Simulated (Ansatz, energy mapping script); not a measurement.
## MnS in the rock-salt structure: J from the energies of magnetic orders

How strongly do the moments of MnS in the rock-salt structure couple under PBE+U (4.4 eV)? The plan is to run several orders and fit a Heisenberg model.

Program: Ansatz 0.2.0. Level of theory: PBE with U = 4.4 eV on Mn d, ortho-atomic projectors; plane waves, U on orthogonalised atomic orbitals unless named otherwise, collinear spin, no spin–orbit coupling. Results are calculated unless marked as measured.

**Measured values to reproduce.**

“Single-Crystal and Powder Neutron Diffraction Study of FeXMn1-XS Solid Solutions” (2011, arxiv:1108.4537) reports for MnS, rock salt, by X-ray diffraction (single crystal, x = 0): lattice constant a (cubic cell parameter) 5.224 Å at 300 K; ordering temperature (Neel temperature) 150 K.

This is a report of a sequence of runs, with most program output left out.

### 1. The starting structure

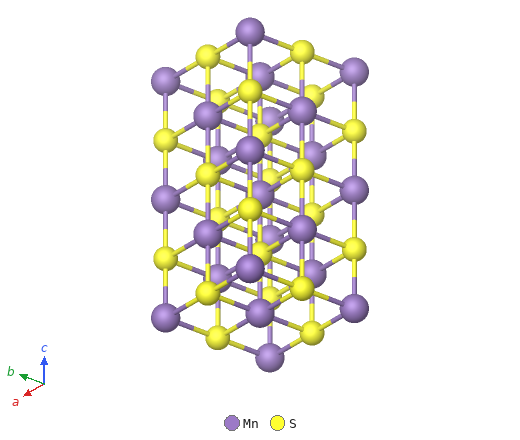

The cell as given, from a free direction (manganese light purple, sulfur yellow). 1×1×2 cells are drawn. This picture shows the conventional cell, with its axes. Some periodic images of atoms are drawn too.

This cell was built for the study (rocksalt prototype, lattice guessed from radii), not taken from an experiment; the compound need not form in this structure.

The cell was relaxed beforehand in Ansatz under PBE with U = 4.6 eV on Mn d, ortho-atomic projectors, from parallel moments.

A Hubbard U penalises fractional filling of the shell. It raises the cost of virtual hops to the neighbours, so couplings that rest on such hops usually weaken.

### 2. A first run with parallel moments

One run in the crystal's own cell, under PBEsol with U = 4.4 eV on Mn d, ortho-atomic projectors, shows which elements keep a moment. Transition or f elements with 0.3 μB or more enter the spin model; moments induced on other atoms do not.

input.yaml

```yaml
crystal:
  lattice:
    - [0.0, 2.663168897, 2.663168897]
    - [2.663168897, 0.0, 2.663168897]
    - [2.663168897, 2.663168897, 0.0]
  atoms:
    - { symbol: Mn, position: [0.0, 0.0, 0.0], spin: 4.5 }
    - { symbol: S, position: [0.5, 0.5, 0.5] }
magnetization:
  spin_polarized: true
kpoints:
  mp_grid: { grid: [8, 8, 8] }
hamiltonian:
  xc: pbesol
  hubbard:
    sites: [{ species: Mn, l: d, u_eff: 4.4 }]
    projectors: ortho-atomic
scf:
  occupations: { method: fermi_dirac, width: 0.05 }
output:
  eigenvalues: true
```

The run is started by

```bash
$ ansatz run input.yaml --threads 4 --pin off --max-ram 8192MiB --backend cpu --events-out ev --progress --plain --runs-dir out
```

Run time: 1.1 s. Hardware: 4 threads of Arm Neoverse V1, shared host; peak memory 0.31 GiB.

Spin moment in the sphere by atom:

```
atom  spin moment in the sphere (μB)
 Mn1                            4.56
  S2                            0.08
```

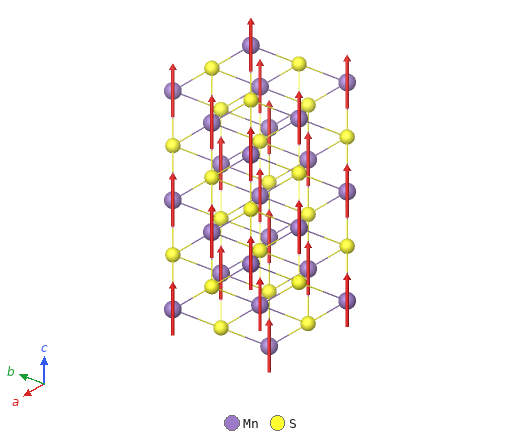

Spin moment in the sphere as arrows, the longest 4.56 μB. Up and down stand for the sign. Arrows give size and sign along the axis of quantisation, drawn up and down the page. 1×1×2 conventional cells are drawn. Some periodic images of atoms are drawn too.

The run ends ferromagnetic; Mn carries the moments.

### 3. One set of occupation matrices for all orders

A corrected shell can settle in several orbital fillings. One parallel run, with an occupation width a fifth wider than the orders use, therefore is to supply the occupation matrices. All orders start from them.

input.yaml, as its differences from that of step 2:

```diff
@@ -13,3 +13,3 @@
 hamiltonian:
-  xc: pbesol
+  xc: pbe
   hubbard:
@@ -18,3 +18,3 @@
 scf:
-  occupations: { method: fermi_dirac, width: 0.05 }
+  occupations: { method: fermi_dirac, width: 0.048 }
 output:
```

Wall time 1 s (4 threads); peak memory 0.3 GiB; 3.1 s of CPU time.

Read from the output:

- final state: ferromagnetic
- electrons in the corrected shells: 5.236 e
- largest moment: 4.566 μB

### 4. Parallel start in cell A (4 atoms)

Each cell gets its own parallel run on the same mesh, so that most of the mesh error cancels in the differences.

input.yaml

```yaml
crystal:
  lattice:
    - [0.0, -2.663168897, -2.663168897]
    - [-2.663168897, 0.0, -2.663168897]
    - [2.663168897, 2.663168897, -5.326337794]
  atoms:
    - { symbol: Mn, position: [0.5, 0.5, 0.5], spin: 4.5 }
    - { symbol: Mn, position: [0.0, 0.0, 0.0], spin: 4.5 }
    - { symbol: S, position: [0.75, 0.75, 0.75] }
    - { symbol: S, position: [0.25, 0.25, 0.25] }
magnetization:
  spin_polarized: true
kpoints:
  mp_grid: { grid: [8, 8, 8] }
hamiltonian:
  xc: pbe
  hubbard:
    sites:
      - { species: Mn, l: d, u_eff: 4.4 }
      - { site: 0, l: d, u_eff: 4.4, starting_ns: [{ spin: up, occupation_matrix: mn1_major }, { spin: down, occupation_matrix: mn1_minor }] }
      - { site: 1, l: d, u_eff: 4.4, starting_ns: [{ spin: up, occupation_matrix: mn1_major }, { spin: down, occupation_matrix: mn1_minor }] }
    projectors: ortho-atomic
    occupation_matrices:
      mn1_major:
        matrix:
          - [0.994, 0.0, 0.0, 0.0, 0.0]
          - [0.0, 0.999, 0.0, 0.0, 0.0]
          - [0.0, 0.0, 0.999, 0.0, 0.0]
          - [0.0, 0.0, 0.0, 0.994, 0.0]
          - [0.0, 0.0, 0.0, 0.0, 0.999]
      mn1_minor:
        matrix:
          - [0.095, 0.0, 0.0, 0.0, 0.0]
          - [0.0, 0.021, 0.0, 0.0, 0.0]
          - [0.0, 0.0, 0.021, 0.0, 0.0]
          - [0.0, 0.0, 0.0, 0.095, 0.0]
          - [0.0, 0.0, 0.0, 0.0, 0.021]
scf:
  occupations: { method: fermi_dirac, width: 0.04 }
output:
  eigenvalues: true
  write_density: true
  write_potential: true
  elf: true
  volumetric_format: npy
```

Elapsed: 6.1 s, on 4 threads; peak memory 0.55 GiB.

Spin moment in the sphere by atom:

| atom | spin moment in the sphere (μB) |
| --- | --- |
| Mn1 | 4.57 |
| Mn2 | 4.57 |
| S3 | 0.08 |
| S4 | 0.08 |

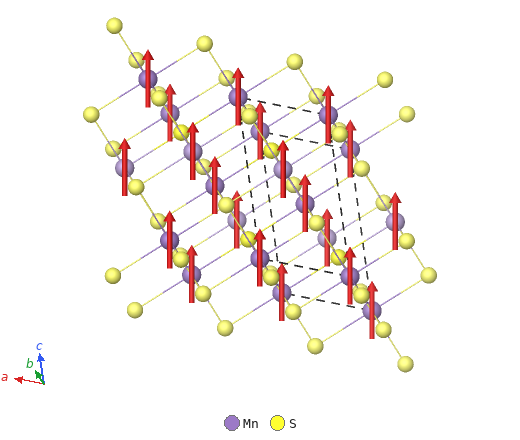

Spin moment in the sphere as arrows, the longest 4.57 μB. Up and down stand for the sign. Arrows give size and sign along the axis of quantisation, drawn up and down the page. 2×1×1 cells are drawn. Some periodic images of atoms are drawn too.

The run ends ferromagnetic.

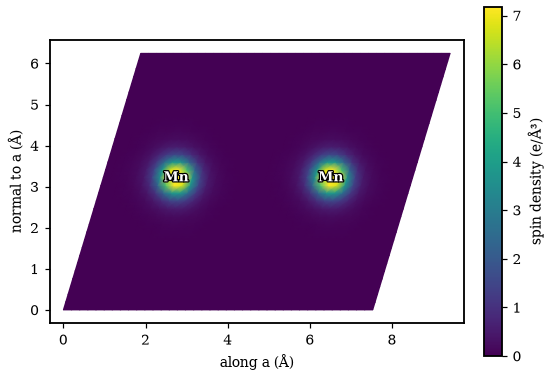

Spin density in the ac plane at fractional y = 0.000, with atoms of Mn within 0.2 Å of it. The map starts off the cell's origin, so that atoms lie inside it.

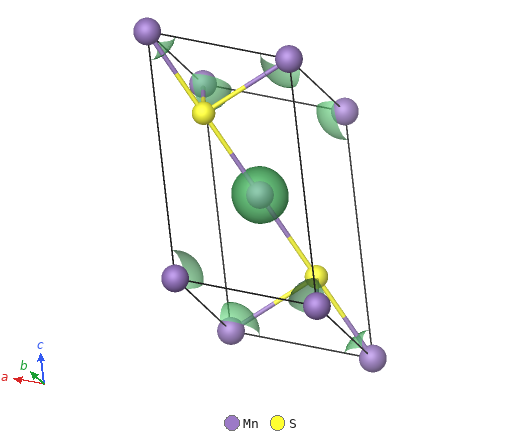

Surface of spin density = 0.59 e/Å³, which holds about 70 % of the integral of its size. Bonds to atoms that aren't drawn are left out.

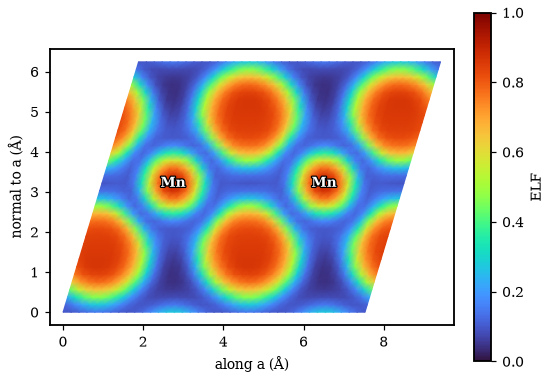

ELF in the ac plane at fractional y = 0.000, with atoms of Mn within 0.2 Å of it. It is the smooth field of the valence electrons, not physical close to the nuclei. The map starts off the cell's origin, so that atoms lie inside it.

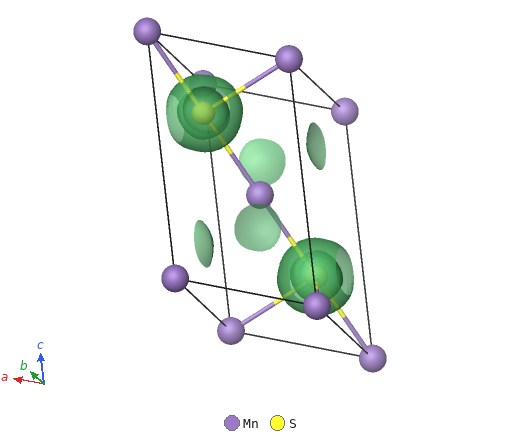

Surface of ELF = 0.82. Bonds to atoms that aren't drawn are left out.

### 5. Order 2: compensated +−, cell A of 4 atoms

This order reverses 6 of the 12 neighbours at 3.77 Å, 6 of the 6 neighbours at 5.33 Å and 12 of the 24 neighbours at 6.52 Å, counted for an average magnetic atom.

input.yaml, as its differences from that of step 4:

```diff
@@ -7,3 +7,3 @@
     - { symbol: Mn, position: [0.5, 0.5, 0.5], spin: 4.5 }
-    - { symbol: Mn, position: [0.0, 0.0, 0.0], spin: 4.5 }
+    - { symbol: Mn, position: [0.0, 0.0, 0.0], spin: -4.5 }
     - { symbol: S, position: [0.75, 0.75, 0.75] }
@@ -20,3 +20,3 @@
       - { site: 0, l: d, u_eff: 4.4, starting_ns: [{ spin: up, occupation_matrix: mn1_major }, { spin: down, occupation_matrix: mn1_minor }] }
-      - { site: 1, l: d, u_eff: 4.4, starting_ns: [{ spin: up, occupation_matrix: mn1_major }, { spin: down, occupation_matrix: mn1_minor }] }
+      - { site: 1, l: d, u_eff: 4.4, starting_ns: [{ spin: up, occupation_matrix: mn1_minor }, { spin: down, occupation_matrix: mn1_major }] }
     projectors: ortho-atomic
```

The job ended after 5.7 s (4 threads; peak memory 0.56 GiB).

Spin moment in the sphere by atom:

```csv
atom,spin moment in the sphere (μB)
Mn1,4.50
Mn2,-4.50
S3,0.00
S4,0.00
```

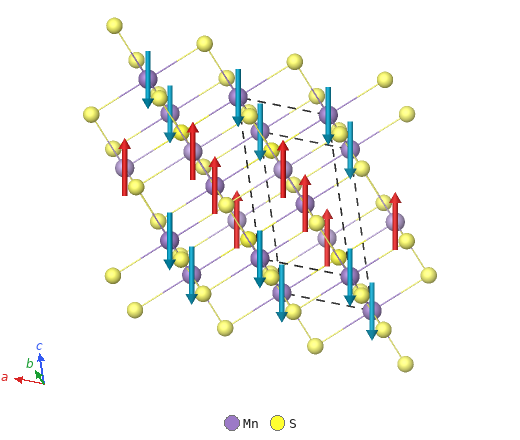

Spin moment in the sphere as arrows, the longest 4.50 μB. Up and down stand for the sign. Arrows give size and sign along the axis of quantisation, drawn up and down the page. The two directions have two colours. 2×1×1 cells are drawn. Some periodic images of atoms are drawn too.

The run ends antiferromagnetic, 31.57 meV a magnetic atom below the parallel order of its cell.

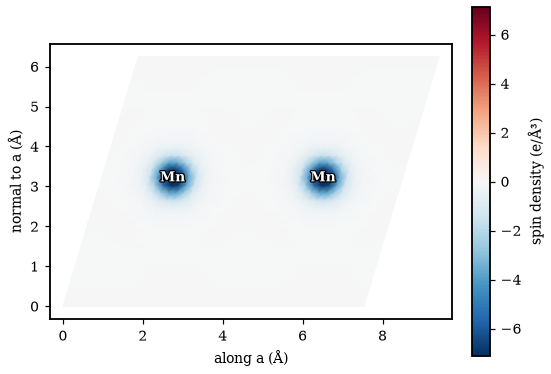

Spin density in the ac plane at fractional y = 0.000, with atoms of Mn within 0.2 Å of it. The map starts off the cell's origin, so that atoms lie inside it.

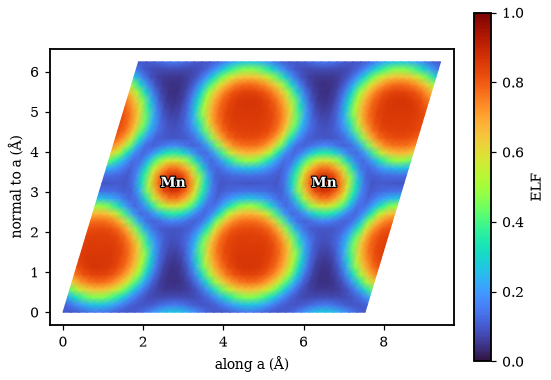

ELF in the ac plane at fractional y = 0.000, with atoms of Mn within 0.2 Å of it. It is the smooth field of the valence electrons, not physical close to the nuclei. The map starts off the cell's origin, so that atoms lie inside it.

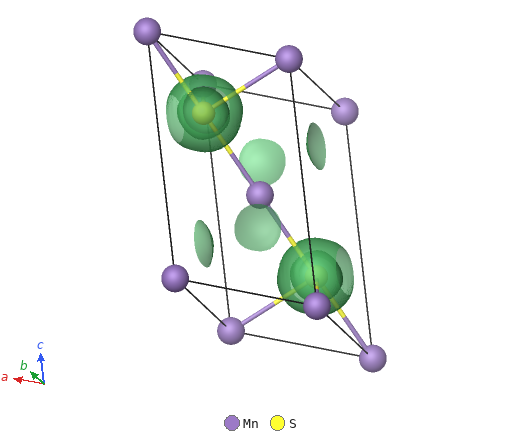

Surface of ELF = 0.82. Bonds to atoms that aren't drawn are left out.

### 6. Parallel start in cell B (4 atoms)

The parallel order again, as the reference for this cell.

This run holds the same structure in another cell (c 6.523 → 5.326 Å, α 73.2 → 90.0°, β 73.2 → 90.0°, γ 60.0 → 90.0°).

input.yaml

```yaml
crystal:
  lattice:
    - [0.0, -2.663168897, -2.663168897]
    - [0.0, 2.663168897, -2.663168897]
    - [5.326337794, 0.0, 0.0]
  atoms:
    - { symbol: Mn, position: [0.5, 0.5, 0.5], spin: 4.5 }
    - { symbol: Mn, position: [0.0, 0.0, 0.0], spin: 4.5 }
    - { symbol: S, position: [0.5, 0.5, 0.0] }
    - { symbol: S, position: [0.0, 0.0, 0.5] }
magnetization:
  spin_polarized: true
kpoints:
  mp_grid: { grid: [7, 7, 5] }
hamiltonian:
  xc: pbe
  hubbard:
    sites:
      - { species: Mn, l: d, u_eff: 4.4 }
      - { site: 0, l: d, u_eff: 4.4, starting_ns: [{ spin: up, occupation_matrix: mn1_major }, { spin: down, occupation_matrix: mn1_minor }] }
      - { site: 1, l: d, u_eff: 4.4, starting_ns: [{ spin: up, occupation_matrix: mn1_major }, { spin: down, occupation_matrix: mn1_minor }] }
    projectors: ortho-atomic
    occupation_matrices:
      mn1_major:
        matrix:
          - [0.994, 0.0, 0.0, 0.0, 0.0]
          - [0.0, 0.999, 0.0, 0.0, 0.0]
          - [0.0, 0.0, 0.999, 0.0, 0.0]
          - [0.0, 0.0, 0.0, 0.994, 0.0]
          - [0.0, 0.0, 0.0, 0.0, 0.999]
      mn1_minor:
        matrix:
          - [0.095, 0.0, 0.0, 0.0, 0.0]
          - [0.0, 0.021, 0.0, 0.0, 0.0]
          - [0.0, 0.0, 0.021, 0.0, 0.0]
          - [0.0, 0.0, 0.0, 0.095, 0.0]
          - [0.0, 0.0, 0.0, 0.0, 0.021]
scf:
  occupations: { method: fermi_dirac, width: 0.04 }
output:
  eigenvalues: true
```

Run time: 2.8 s. Hardware: 4 threads; peak memory 0.43 GiB.

The run ends ferromagnetic. For each magnetic atom its energy differs from the parallel run of the first cell by 0.20 meV, an error that one common reference would have brought in.

### 7. Order 4: compensated +−, cell B of 4 atoms

This order reverses 8 of the 12 neighbours at 3.77 Å, 0 of the 6 neighbours at 5.33 Å and 16 of the 24 neighbours at 6.52 Å, counted for an average magnetic atom.

input.yaml, as its differences from that of step 6:

```diff
@@ -7,3 +7,3 @@
     - { symbol: Mn, position: [0.5, 0.5, 0.5], spin: 4.5 }
-    - { symbol: Mn, position: [0.0, 0.0, 0.0], spin: 4.5 }
+    - { symbol: Mn, position: [0.0, 0.0, 0.0], spin: -4.5 }
     - { symbol: S, position: [0.5, 0.5, 0.0] }
@@ -20,3 +20,3 @@
       - { site: 0, l: d, u_eff: 4.4, starting_ns: [{ spin: up, occupation_matrix: mn1_major }, { spin: down, occupation_matrix: mn1_minor }] }
-      - { site: 1, l: d, u_eff: 4.4, starting_ns: [{ spin: up, occupation_matrix: mn1_major }, { spin: down, occupation_matrix: mn1_minor }] }
+      - { site: 1, l: d, u_eff: 4.4, starting_ns: [{ spin: up, occupation_matrix: mn1_minor }, { spin: down, occupation_matrix: mn1_major }] }
     projectors: ortho-atomic
```

It took 2.6 s on 4 threads; peak memory 0.44 GiB; 9.8 s of CPU time.

The run ends antiferromagnetic, 11.78 meV a magnetic atom below the parallel order of its cell.

### 8. Order 5: parallel, cell C of 6 atoms

input.yaml

```yaml
crystal:
  lattice:
    - [0.0, 2.663168897, 2.663168897]
    - [-2.663168897, 0.0, -2.663168897]
    - [-5.326337794, -5.326337794, 5.326337794]
  atoms:
    - { symbol: Mn, position: [0.0, 0.0, 0.0], spin: 4.5 }
    - { symbol: Mn, position: [0.333333333, 0.666666667, 0.666666667], spin: 4.5 }
    - { symbol: Mn, position: [0.666666667, 0.333333333, 0.333333333], spin: 4.5 }
    - { symbol: S, position: [0.666666667, 0.333333333, 0.833333333] }
    - { symbol: S, position: [0.0, 0.0, 0.5] }
    - { symbol: S, position: [0.333333333, 0.666666667, 0.166666667] }
magnetization:
  spin_polarized: true
kpoints:
  mp_grid: { grid: [8, 8, 3] }
hamiltonian:
  xc: pbe
  hubbard:
    sites:
      - { species: Mn, l: d, u_eff: 4.4 }
      - { site: 0, l: d, u_eff: 4.4, starting_ns: [{ spin: up, occupation_matrix: mn1_major }, { spin: down, occupation_matrix: mn1_minor }] }
      - { site: 1, l: d, u_eff: 4.4, starting_ns: [{ spin: up, occupation_matrix: mn1_major }, { spin: down, occupation_matrix: mn1_minor }] }
      - { site: 2, l: d, u_eff: 4.4, starting_ns: [{ spin: up, occupation_matrix: mn1_major }, { spin: down, occupation_matrix: mn1_minor }] }
    projectors: ortho-atomic
    occupation_matrices:
      mn1_major:
        matrix:
          - [0.994, 0.0, 0.0, 0.0, 0.0]
          - [0.0, 0.999, 0.0, 0.0, 0.0]
          - [0.0, 0.0, 0.999, 0.0, 0.0]
          - [0.0, 0.0, 0.0, 0.994, 0.0]
          - [0.0, 0.0, 0.0, 0.0, 0.999]
      mn1_minor:
        matrix:
          - [0.095, 0.0, 0.0, 0.0, 0.0]
          - [0.0, 0.021, 0.0, 0.0, 0.0]
          - [0.0, 0.0, 0.021, 0.0, 0.0]
          - [0.0, 0.0, 0.0, 0.095, 0.0]
          - [0.0, 0.0, 0.0, 0.0, 0.021]
scf:
  occupations: { method: fermi_dirac, width: 0.04 }
output:
  eigenvalues: true
```

Wall time 5 s (4 threads); peak memory 0.56 GiB.

The run ends ferromagnetic. For each magnetic atom its energy differs from the parallel run of the first cell by 0.01 meV, an error that one common reference would have brought in.

### 9. Order 6: uncompensated ++−, cell C of 6 atoms

This order reverses 4 of the 12 neighbours at 3.77 Å, 4 of the 6 neighbours at 5.33 Å and 12 of the 24 neighbours at 6.52 Å, counted for an average magnetic atom.

input.yaml, as its differences from that of step 8:

```diff
@@ -8,3 +8,3 @@
     - { symbol: Mn, position: [0.333333333, 0.666666667, 0.666666667], spin: 4.5 }
-    - { symbol: Mn, position: [0.666666667, 0.333333333, 0.333333333], spin: 4.5 }
+    - { symbol: Mn, position: [0.666666667, 0.333333333, 0.333333333], spin: -4.5 }
     - { symbol: S, position: [0.666666667, 0.333333333, 0.833333333] }
@@ -23,3 +23,3 @@
       - { site: 1, l: d, u_eff: 4.4, starting_ns: [{ spin: up, occupation_matrix: mn1_major }, { spin: down, occupation_matrix: mn1_minor }] }
-      - { site: 2, l: d, u_eff: 4.4, starting_ns: [{ spin: up, occupation_matrix: mn1_major }, { spin: down, occupation_matrix: mn1_minor }] }
+      - { site: 2, l: d, u_eff: 4.4, starting_ns: [{ spin: up, occupation_matrix: mn1_minor }, { spin: down, occupation_matrix: mn1_major }] }
     projectors: ortho-atomic
```

Run time: 5 s. Hardware: 4 threads; peak memory 0.58 GiB.

The run ends ferrimagnetic, 25.24 meV a magnetic atom below the parallel order of its cell.

### 10. Order 7: parallel, cell D of 6 atoms

This run holds the same structure in another cell (b 3.766 → 5.326 Å, c 9.225 → 6.523 Å, α 90.0 → 114.1°, β 90.0 → 106.8°, γ 120.0 → 90.0°).

input.yaml

```yaml
crystal:
  lattice:
    - [0.0, -2.663168897, -2.663168897]
    - [-5.326337794, 0.0, 0.0]
    - [2.663168897, 5.326337794, -2.663168897]
  atoms:
    - { symbol: Mn, position: [0.666666667, 0.666666667, 0.333333333], spin: 4.5 }
    - { symbol: Mn, position: [0.333333333, 0.333333333, 0.666666667], spin: 4.5 }
    - { symbol: Mn, position: [0.0, 0.0, 0.0], spin: 4.5 }
    - { symbol: S, position: [0.666666667, 0.166666667, 0.333333333] }
    - { symbol: S, position: [0.333333333, 0.833333333, 0.666666667] }
    - { symbol: S, position: [0.0, 0.5, 0.0] }
magnetization:
  spin_polarized: true
kpoints:
  mp_grid: { grid: [7, 7, 7] }
hamiltonian:
  xc: pbe
  hubbard:
    sites:
      - { species: Mn, l: d, u_eff: 4.4 }
      - { site: 0, l: d, u_eff: 4.4, starting_ns: [{ spin: up, occupation_matrix: mn1_major }, { spin: down, occupation_matrix: mn1_minor }] }
      - { site: 1, l: d, u_eff: 4.4, starting_ns: [{ spin: up, occupation_matrix: mn1_major }, { spin: down, occupation_matrix: mn1_minor }] }
      - { site: 2, l: d, u_eff: 4.4, starting_ns: [{ spin: up, occupation_matrix: mn1_major }, { spin: down, occupation_matrix: mn1_minor }] }
    projectors: ortho-atomic
    occupation_matrices:
      mn1_major:
        matrix:
          - [0.994, 0.0, 0.0, 0.0, 0.0]
          - [0.0, 0.999, 0.0, 0.0, 0.0]
          - [0.0, 0.0, 0.999, 0.0, 0.0]
          - [0.0, 0.0, 0.0, 0.994, 0.0]
          - [0.0, 0.0, 0.0, 0.0, 0.999]
      mn1_minor:
        matrix:
          - [0.095, 0.0, 0.0, 0.0, 0.0]
          - [0.0, 0.021, 0.0, 0.0, 0.0]
          - [0.0, 0.0, 0.021, 0.0, 0.0]
          - [0.0, 0.0, 0.0, 0.095, 0.0]
          - [0.0, 0.0, 0.0, 0.0, 0.021]
scf:
  occupations: { method: fermi_dirac, width: 0.04 }
output:
  eigenvalues: true
```

Wall time 12 s (4 threads); peak memory 0.81 GiB.

The run ends ferromagnetic. For each magnetic atom its energy differs from the parallel run of the first cell by 0.01 meV, an error that one common reference would have brought in.

[end of part 1 of 2]

[Logs and program files are shortened in this print: banners, set-up blocks, solver, clock and traceback lines can be left out without a mark of their own.]

[Logs are printed without paths, hosts, clocks, repeated set-up lines and the standing remarks that a program may print on its own settings, such as how far it seeks lower states.]

[Hosts, paths, dates, database ids (printed as entryN), source tags and the programs' standing remarks are cut or masked in the printed files.]

[Where a cell is said to come from a database of computed structures, the database is the Materials Project.]
